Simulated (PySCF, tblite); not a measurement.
**C₅H₁₂ClFSi: geometry, infrared bands and NMR shifts**

Wanted: the infrared bands and NMR shifts of C₅H₁₂ClFSi (`CC[Si@@H](CCl)[C@@H](C)F`), by calculation.

Computed with tblite 0.8.0 and PySCF 2.14.0, with density-fitted response routines of our own, on a single molecule in the gas phase. Atoms are numbered from 0 throughout.

### Step 1. The molecule as given

20 atoms, charge 0, multiplicity 1; geometry from: force field or distance geometry start.

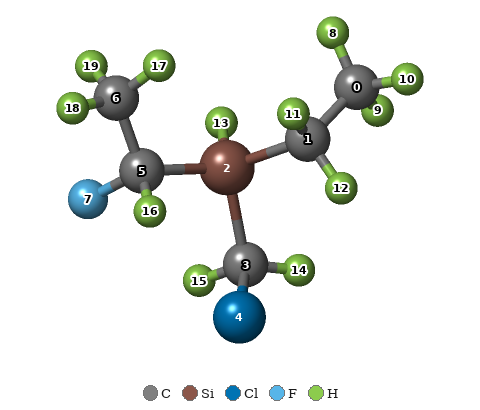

The starting geometry (carbon grey, silicon brown, chlorine blue, fluorine blue, hydrogen green), atoms numbered.

### Step 2. Optimising the geometry with GFN2-xTB

What the job is given:

```
{"job": {"kind": "relax", "xc": "GFN2-xTB", "basis": "xTB"}, "charge": 0, "multiplicity": 1}
C     -2.373500    -0.800600     0.691200
C     -1.124200    -0.006200     0.935500
Si    -0.061500     0.190400    -0.573900
C     -0.292900     1.983400    -1.141400
Cl     0.530900     2.968400     0.104200
C      1.741000    -0.006700    -0.250500
C      2.138200    -1.388400     0.167200
F      2.418500     0.286200    -1.424200
H     -2.185800    -1.871000     0.511200
H     -3.019200    -0.348400    -0.109800
H     -3.013900    -0.749000     1.612500
H     -0.592600    -0.474100     1.790400
H     -1.446900     1.005600     1.300700
H     -0.556700    -0.684600    -1.640800
H     -1.354900     2.248100    -1.249000
H      0.294800     2.085300    -2.058500
H      2.033600     0.784000     0.477900
H      1.522400    -1.804400     0.998100
H      3.186800    -1.326100     0.558600
H      2.150600    -2.081200    -0.702400
```

Run with:

```console
$ OMP_NUM_THREADS=1 python probes_run.py task.json out
```

One launch serves the whole session: the jobs run in the order shown.

Log:

```text
step      E/eV     max force
  0    -756.45606    1.994
  1    -756.66432    0.698
  2    -756.73642    0.601
  3    -756.79014    0.645
  4    -756.82979    0.473
  5    -756.84772    0.299
  6    -756.85739    0.180
  7    -756.86395    0.177
  8    -756.86997    0.193
  9    -756.87469    0.202
 10    -756.87802    0.156
 11    -756.88066    0.111
 12    -756.88321    0.145
 13    -756.88569    0.138
 14    -756.88796    0.119
 15    -756.89003    0.138
 16    -756.89196    0.115
 17    -756.89367    0.091
 18    -756.89513    0.082
 19    -756.89648    0.101
 20    -756.89788    0.108
 21    -756.89940    0.099
 22    -756.90094    0.088
 23    -756.90231    0.075
 24    -756.90353    0.082
 25    -756.90478    0.073
 26    -756.90632    0.099
 27    -756.90818    0.109
 28    -756.91002    0.102
 29    -756.91144    0.090
 30    -756.91254    0.072
 31    -756.91346    0.069
 32    -756.91436    0.068
 33    -756.91540    0.073
 34    -756.91671    0.077
 35    -756.91820    0.091
 36    -756.91946    0.085
 37    -756.92032    0.061
 38    -756.92099    0.060
 39    -756.92155    0.057
 40    -756.92199    0.054
 41    -756.92238    0.053
 42    -756.92280    0.047
 43    -756.92324    0.059
 44    -756.92359    0.049
 45    -756.92382    0.039
 46    -756.92396    0.033
 47    -756.92411    0.032
 48    -756.92424    0.032
 49    -756.92434    0.018
 50    -756.92439    0.015
 51    -756.92444    0.015
 52    -756.92450    0.020
 53    -756.92458    0.020
 54    -756.92466    0.022
 55    -756.92475    0.023
 56    -756.92487    0.033
 57    -756.92503    0.037
 58    -756.92522    0.031
 59    -756.92542    0.032
 60    -756.92563    0.037
 61    -756.92589    0.042
 62    -756.92619    0.054
 63    -756.92651    0.052
 64    -756.92676    0.032
 65    -756.92693    0.026
 66    -756.92705    0.033
 67    -756.92715    0.024
 68    -756.92722    0.021
 69    -756.92727    0.015
 70    -756.92731    0.016
 71    -756.92735    0.017
 72    -756.92742    0.030
 73    -756.92754    0.046
 74    -756.92771    0.049
 75    -756.92790    0.033
 76    -756.92808    0.038
 77    -756.92826    0.043
 78    -756.92851    0.065
 79    -756.92884    0.067
 80    -756.92912    0.037
 81    -756.92933    0.038
 82    -756.92952    0.048
 83    -756.92974    0.060
 84    -756.92998    0.056
 85    -756.93015    0.026
 86    -756.93024    0.024
 87    -756.93032    0.024
 88    -756.93041    0.029
 89    -756.93059    0.030
 90    -756.93082    0.033
 91    -756.93113    0.040
 92    -756.93155    0.045
 93    -756.93222    0.069
 94    -756.93330    0.082
 95    -756.93449    0.074
 96    -756.93035    0.220
 97    -756.93442    0.152
 98    -756.93275    0.153
 99    -756.93732    0.069
100    -756.93818    0.067
101    -756.93813    0.188
102    -756.94041    0.071
103    -756.94155    0.054
104    -756.94487    0.155
105    -756.94679    0.108
106    -756.94863    0.067
107    -756.94885    0.163
108    -756.95066    0.126
109    -756.95174    0.052
110    -756.95219    0.055
111    -756.95292    0.072
112    -756.95398    0.079
113    -756.95463    0.071
114    -756.95504    0.047
115    -756.95566    0.042
116    -756.95620    0.037
117    -756.95660    0.041
118    -756.95701    0.051
119    -756.95750    0.049
120    -756.95802    0.043
121    -756.95851    0.042
122    -756.95894    0.032
123    -756.95936    0.039
124    -756.95972    0.032
125    -756.96002    0.031
126    -756.96023    0.027
127    -756.96038    0.028
128    -756.96054    0.030
129    -756.96075    0.029
130    -756.96106    0.038
131    -756.96151    0.049
132    -756.96210    0.062
133    -756.96278    0.065
134    -756.96348    0.063
135    -756.96410    0.052
136    -756.96453    0.057
137    -756.96476    0.054
138    -756.96518    0.046
139    -756.96557    0.048
140    -756.96587    0.039
141    -756.96617    0.031
142    -756.96638    0.025
143    -756.96653    0.019
144    -756.96662    0.015
145    -756.96667    0.014
146    -756.96670    0.010
147    -756.96674    0.013
148    -756.96677    0.018
149    -756.96682    0.013
150    -756.96686    0.013
151    -756.96689    0.012
152    -756.96693    0.012
153    -756.96696    0.013
154    -756.96700    0.014
155    -756.96704    0.014
156    -756.96707    0.013
157    -756.96711    0.012
158    -756.96714    0.013
159    -756.96717    0.016
160    -756.96724    0.019
161    -756.96733    0.020
162    -756.96744    0.020
163    -756.96754    0.022
164    -756.96761    0.014
165    -756.96766    0.017
166    -756.96770    0.011
167    -756.96774    0.009
```

Run time: 1.5 s. Hardware: 1 thread of Arm Neoverse V1, shared host.

Along the way: (not every step is listed)

| step | energy from step 0 (eV) | largest force (eV/Å) |
| --- | --- | --- |
| 0 | 0.0000 | 1.9938 |
| 1 | -0.2083 | 0.6982 |
| 2 | -0.2804 | 0.6012 |
| 3 | -0.3341 | 0.6447 |
| 4 | -0.3737 | 0.4725 |
| 5 | -0.3917 | 0.2990 |
| 6 | -0.4013 | 0.1796 |
| 7 | -0.4079 | 0.1767 |
| 8 | -0.4139 | 0.1928 |
| 23 | -0.4463 | 0.0750 |
| 38 | -0.4649 | 0.0597 |
| 53 | -0.4685 | 0.0197 |
| 68 | -0.4712 | 0.0209 |
| 83 | -0.4737 | 0.0598 |
| 98 | -0.4767 | 0.1534 |
| 113 | -0.4986 | 0.0715 |
| 128 | -0.5045 | 0.0295 |
| 143 | -0.5105 | 0.0188 |
| 158 | -0.5111 | 0.0128 |
| 162 | -0.5114 | 0.0197 |
| 163 | -0.5115 | 0.0220 |
| 164 | -0.5116 | 0.0144 |
| 165 | -0.5116 | 0.0171 |
| 166 | -0.5116 | 0.0112 |
| 167 | -0.5117 | 0.0095 |

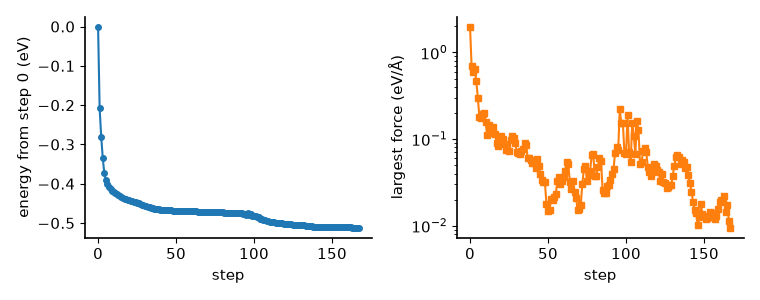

Energy and force, step by step.

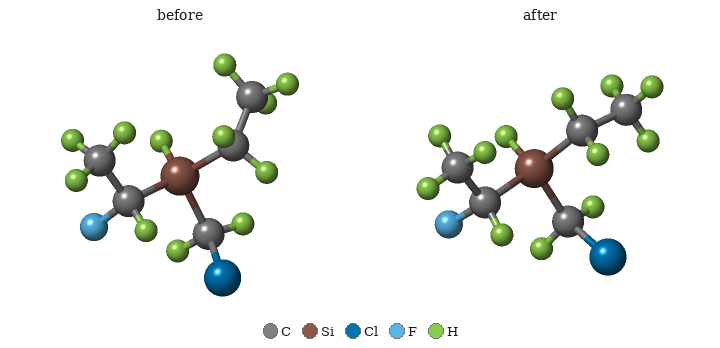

The geometry before (left) and after (right).

Distances of close pairs at the start and the end, largest changes first:

```csv
bond,before (Å),after (Å),change (Å)
Si2–C5,1.842,1.925,+0.083
C1–Si2,1.856,1.902,+0.045
C0–H9,1.124,1.087,-0.037
C0–H10,1.123,1.088,-0.035
C6–H18,1.121,1.088,-0.033
C1–H12,1.123,1.092,-0.031
C6–H17,1.115,1.086,-0.029
C0–C1,1.501,1.527,+0.026
```

The final coordinates are the input of the step that follows.

### Step 3. Infrared spectrum with GFN2-xTB

What the job is given:

```
{"job": {"kind": "ir", "xc": "GFN2-xTB", "basis": "xTB"}, "charge": 0, "multiplicity": 1}
C     -2.544184    -0.281846     0.719610
C     -1.040295    -0.453238     0.917780
Si    -0.041927    -0.010253    -0.639132
C     -0.489414     1.751411    -1.246305
Cl    -0.379117     2.880420     0.135565
C      1.846305     0.014520    -0.267202
C      2.384819    -1.254259     0.368958
F      2.488759     0.204268    -1.492815
H     -2.893588    -0.883860    -0.115681
H     -2.785362     0.757849     0.515504
H     -3.087541    -0.586582     1.611765
H     -0.836062    -1.486566     1.203091
H     -0.724541     0.169068     1.757728
H     -0.281669    -0.940626    -1.752323
H     -1.503320     1.825724    -1.630039
H      0.196642     2.119329    -2.005192
H      2.136023     0.883145     0.335734
H      1.949740    -1.374813     1.356369
H      3.467956    -1.204154     0.462848
H      2.131627    -2.118856    -0.239299
```

Log:

```text
mode    cm-1     km/mol
  1      34.2      2.52
  2      40.4      1.44
  3      58.3      0.62
  4      88.3      1.54
  5     113.9      2.69
  6     142.5      0.23
  7     194.1      1.81
  8     213.3      2.57
  9     248.3      0.50
 10     261.8      7.30
 11     269.7      8.18
 12     333.3     13.07
 13     423.8      7.28
 14     587.9     29.73
 15     606.6     47.05
 16     653.3     58.40
 17     674.8     10.50
 18     716.8     74.10
 19     739.2     54.98
 20     753.9    130.89
 21     777.2    156.25
 22     903.8     27.72
 23     978.5     11.52
 24    1000.0     17.47
 25    1021.9      8.04
 26    1066.2     25.51
 27    1076.4     29.58
 28    1087.2      6.85
 29    1119.7     13.22
 30    1186.7      0.17
 31    1234.0      1.89
 32    1247.2     12.27
 33    1285.3      5.29
 34    1286.9      4.14
 35    1400.2      6.79
 36    1417.7      1.69
 37    1430.1      6.56
 38    1467.3      5.25
 39    1480.0      2.45
 40    1498.4      5.23
 41    1507.4      1.05
 42    1511.2      2.98
 43    2218.2    310.89
 44    2908.7     41.61
 45    2967.2     40.23
 46    2980.3     19.85
 47    3003.1      0.86
 48    3005.6      7.75
 49    3025.5     36.93
 50    3028.2     23.28
 51    3036.7     40.05
 52    3044.8     24.97
 53    3047.8     29.51
 54    3055.4     21.32
```

Wall time 0.92 s (1 thread of Arm Neoverse V1, shared host).

The strongest bands and the atoms that carry them (share of the mass-weighted mode):

| cm⁻¹ | km/mol | atoms |
| --- | --- | --- |
| 607 | 47.0 | H13 50 % |
| 653 | 58.4 | H13 42 %, C5 22 % |
| 717 | 74.1 | C3 19 %, C1 17 %, H12 16 %, Si2 13 % |
| 739 | 55.0 | C3 21 %, H13 17 %, H11 15 %, H12 14 % |
| 754 | 130.9 | C3 28 %, H14 22 %, Si2 22 %, H15 13 % |
| 777 | 156.2 | Si2 35 %, C3 26 %, C1 11 % |
| 2218 | 310.9 | H13 97 % |
| 2909 | 41.6 | H16 93 % |

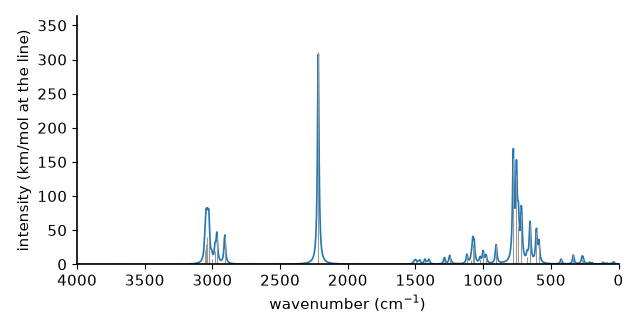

The infrared spectrum from these modes, unscaled. Lines are broadened to a width of 14 cm⁻¹ (Lorentzian).

### Step 4. Shielding tensors: PBE0/pcSseg-1

Same as in step 3 but for these lines:

```diff
@@ -1,2 +1,2 @@
-{"job": {"kind": "ir", "xc": "GFN2-xTB", "basis": "xTB"}, "charge": 0, "multiplicity": 1}
+{"job": {"kind": "nmr", "xc": "PBE0", "basis": "pcSseg-1"}, "charge": 0, "multiplicity": 1}
 C     -2.544184    -0.281846     0.719610
```

Method: GIAO PBE0/pcSseg-1 NMR shielding, non-relativistic, gas phase.

Log:

```text
coarse grid: 17208 points
cycle   1  E = -1046.5027851616  dE =  4.953e-01  |g| = 5.730e-01  |ddm| = 3.809e+00
cycle   2  E = -1046.4756482973  dE =  2.714e-02  |g| = 7.281e-01  |ddm| = 9.894e-01
cycle   3  E = -1046.5712994928  dE = -9.565e-02  |g| = 7.816e-02  |ddm| = 5.527e-01
cycle   4  E = -1046.5722549535  dE = -9.555e-04  |g| = 3.271e-02  |ddm| = 7.434e-02
cycle   5  E = -1046.5724698008  dE = -2.148e-04  |g| = 6.094e-03  |ddm| = 2.766e-02
cycle   6  E = -1046.5724777275  dE = -7.927e-06  |g| = 2.145e-03  |ddm| = 7.474e-03
final grid: 155784 points
cycle   7  E = -1046.6255667297  dE = -4.604e-05  |g| = 1.055e-02  |ddm| = 2.848e-02
cycle   8  E = -1046.6255517468  dE =  1.498e-05  |g| = 1.361e-02  |ddm| = 1.786e-02
cycle   9  E = -1046.6255923727  dE = -4.063e-05  |g| = 1.335e-03  |ddm| = 1.015e-02
cycle  10  E = -1046.6255926250  dE = -2.523e-07  |g| = 3.505e-04  |ddm| = 1.160e-03
cycle  11  E = -1046.6255926443  dE = -1.932e-08  |g| = 6.118e-05  |ddm| = 2.531e-04
cycle  12  E = -1046.6255926450  dE = -7.208e-10  |g| = 2.618e-05  |ddm| = 8.469e-05
converged SCF energy = -1046.6255926450

GIAO shielding tensors (ppm)
atom      isotropic    diamagn.    paramagn.     s11        s22        s33       span
  0 C      177.930     245.754     -67.824    171.693    172.951    189.146     17.453
  1 C      183.312     255.160     -71.848    174.818    179.959    195.159     20.340
  2 Si     359.972     881.322    -521.350    319.546    362.970    397.400     77.854
  3 C      157.433     254.121     -96.688    132.736    141.135    198.428     65.692
  4 Cl     952.229    1147.757    -195.528    858.808    894.399   1103.479    244.671
  5 C      101.099     251.506    -150.406     55.123     76.840    171.335    116.213
  6 C      166.572     248.849     -82.277    149.123    166.529    184.064     34.941
  7 F      417.782     474.304     -56.522    393.081    405.831    454.436     61.355
  8 H       30.891      29.389       1.502     26.344     28.746     37.584     11.239
  9 H       30.658      29.850       0.809     24.624     31.408     35.943     11.319
 10 H       30.327      27.688       2.639     24.900     27.406     38.675     13.775
 11 H       31.147      33.049      -1.902     24.999     30.663     37.779     12.780
 12 H       30.708      33.055      -2.348     27.452     29.182     35.490      8.038
 13 H       27.490      30.645      -3.155     24.616     25.341     32.512      7.896
 14 H       28.628      30.866      -2.238     23.891     26.667     35.326     11.435
 15 H       28.350      30.546      -2.196     23.235     26.561     35.253     12.018
 16 H       26.599      31.913      -5.313     25.063     26.368     28.368      3.305
 17 H       30.828      31.097      -0.270     25.918     30.645     35.920     10.003
 18 H       29.778      27.747       2.031     25.469     27.147     36.718     11.249
 19 H       30.232      30.301      -0.069     26.306     29.113     35.276      8.970
```

It took 46 s on 1 thread of Arm Neoverse V1, shared host; peak memory 0.94 GiB.

The references, computed at this level on geometries of the same kind, shield at (ppm): 1H TMS 31.72, 13C TMS 186.9, 29Si TMS 349.2, 19F CFCl3 170.9, 35Cl HCl 950. Their shielding less the atom's gives the shift. The references are single molecules in the gas phase, so shifts against H2O, NH3, PH3, H3PO4 or CFCl3 are not on the usual liquid scales and can be off by tens of ppm. Atoms listed in one row are averaged.

```csv
atoms,environment,σ (ppm),δ (ppm),δ scaled to CDCl3
C5,sp3 CH bonded to F and Si,101.1,85.8,81.9
C3,sp3 CH2 bonded to Cl and Si,157.4,29.5,26.9
C6,methyl carbon,166.6,20.4,17.9
C0,methyl carbon,177.9,9.0,6.9
C1,sp3 CH2 bonded to Si,183.3,3.6,1.6
H16,hydrogen on an sp3 CH bonded to F and Si,26.60,5.12,4.93
H13,hydrogen on a silicon bonded to 3 C,27.49,4.23,–
H15,hydrogen on an sp3 CH2 bonded to Cl and Si,28.35,3.37,3.28
H14,hydrogen on an sp3 CH2 bonded to Cl and Si,28.63,3.09,3.02
"H17, H18, H19",hydrogen on a methyl carbon,30.28,1.44,1.46
"H8, H9, H10",hydrogen on a methyl carbon,30.63,1.09,1.13
H12,hydrogen on an sp3 CH2 bonded to Si,30.71,1.01,1.06
H11,hydrogen on an sp3 CH2 bonded to Si,31.15,0.57,0.64
Si2,"silicon bonded to 3 C, H",360.0,-10.8,–
Cl4,chlorine bonded to C,952,-2,–
F7,fluorine on an sp3 carbon,417.8,-246.8,–
```

The scaled column applies a straight-line fit of computed shieldings to shifts measured in CDCl3, with any fitted terms for Cl, Br or S neighbours, and one for carbons that bear F (root-mean-square error 0.16 ppm for H, 1.9 ppm for C).

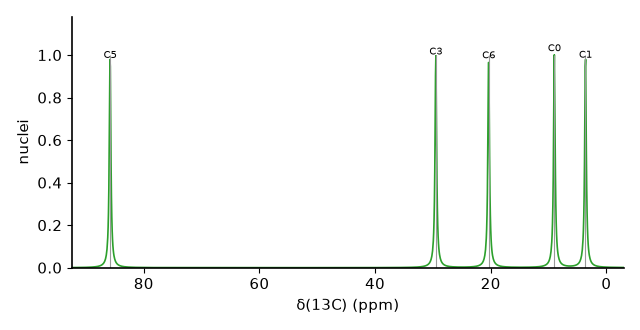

13C lines at the computed shifts, without couplings. Lines are broadened to a width of 0.33 ppm (Lorentzian).

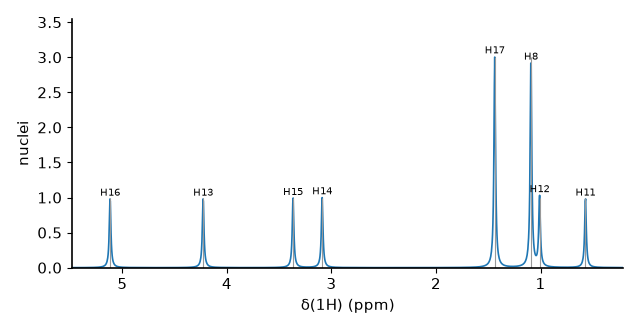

1H lines at the computed shifts, without couplings. Lines are broadened to a width of 0.02 ppm (Lorentzian).

The run also stored atomic charges by several schemes (e):

```csv
atoms,Mulliken,IAO,Hirshfeld,ESP fit
C0,-0.29,-0.41,-0.12,-0.31
C1,-0.58,-0.54,-0.16,0.00
Si2,0.82,0.90,0.35,0.35
C3,-0.51,-0.52,-0.13,-0.53
Cl4,-0.17,-0.11,-0.06,-0.13
C5,-0.12,-0.08,-0.02,0.26
C6,-0.28,-0.43,-0.13,-0.45
F7,-0.35,-0.34,-0.13,-0.28
```

ESP fit charges:

C0 -0.31; C1 0.00; Si2 0.35; C3 -0.53; Cl4 -0.13; C5 0.26; C6 -0.45; F7 -0.28; H8 0.08; H9 0.09; H10 0.09; H11 0.03; H12 0.02; H13 -0.09; H14 0.23; H15 0.22; H16 0.04; H17 0.09; H18 0.14; H19 0.12

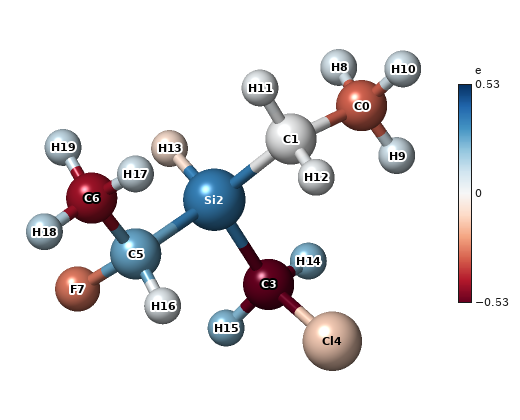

ESP fit charges, as colours on the atoms.

Mayer bond orders: C0–C1 1.05, C1–Si2 0.92, Si2–C3 0.85, C3–Cl4 0.95, Si2–C5 0.87, C5–C6 1.06, C5–F7 0.81.

The fields below are evaluated on a grid from the run's orbitals.

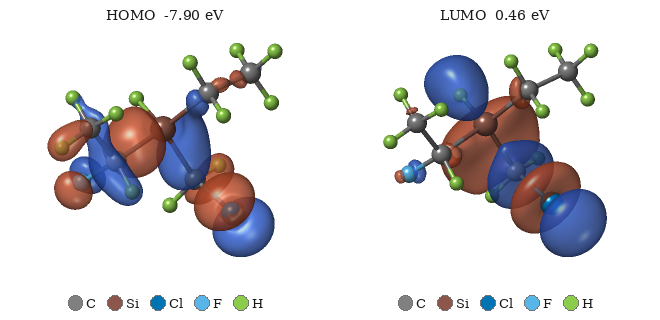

PBE0/pcSseg-1 orbitals near the gap, drawn at the value that encloses 70 % of each; the two colours are the two signs.

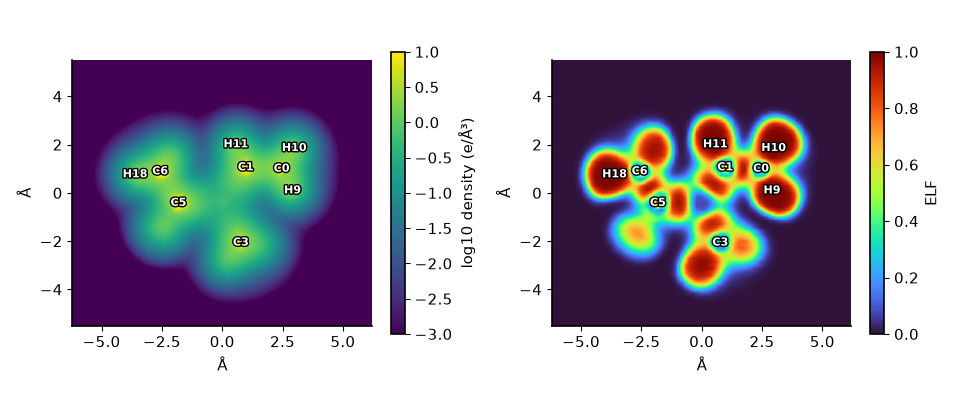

Density (left) and ELF (right) in a plane through or near 9 of the atoms.

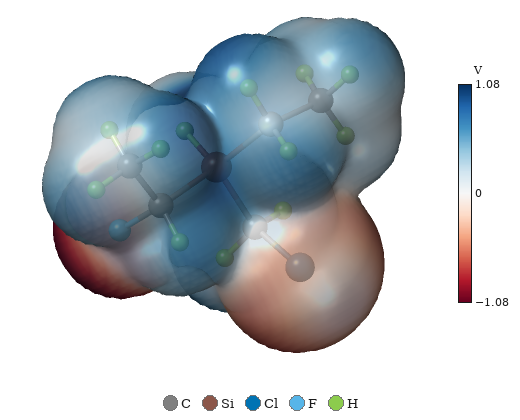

Electrostatic potential on the surface of density 0.002 e/bohr³; red is low, blue high. It runs from -1.08 V near F7 to 1.03 V near H14.

### Step 5. Results

| quantity | value |
| --- | --- |
| strongest single infrared mode (GFN2-xTB) | 2218 cm⁻¹, 311 km/mol |
| zero-point energy (GFN2-xTB) | 99.3 kcal/mol |
| 13C shifts against TMS (PBE0/pcSseg-1) | 85.8, 29.5, 20.4, 9.0, 3.6 ppm |
| 1H shifts against TMS (PBE0/pcSseg-1, means over atoms taken as alike) | 5.12, 4.23, 3.37, 3.09, 1.44, 1.09, 1.01, 0.57 ppm |
| 29Si shifts against TMS (PBE0/pcSseg-1) | -10.8 ppm |
| 35Cl shifts against HCl (PBE0/pcSseg-1) | -2 ppm |
| 19F shifts against CFCl3 (PBE0/pcSseg-1) | -246.8 ppm |
| surface potential, least and greatest | -1.08 V and 1.03 V |

The optimisation took 167 steps and gained 0.512 eV; among the close pairs (by a distance rule), Si2–C5 changed most, from 1.842 to 1.925 Å. All 54 modes are real, so the xTB geometry is a minimum. The strongest single mode, at 2218 cm⁻¹, moves mainly H13. Unscaled tight-binding wavenumbers are off by several per cent, some by more. Its intensities can rank the bands wrongly. The most deshielded carbon is C5 (sp3 CH bonded to F and Si), at 85.8 ppm: deshielded by the electronegative neighbour. The most deshielded hydrogen is H16 (hydrogen on an sp3 CH bonded to F and Si), at 5.12 ppm: its carbon carries F, an electronegative neighbour. At PBE0/pcSseg-1: The largest span, 245 ppm, is at Cl4, where the paramagnetic term is -196 ppm.
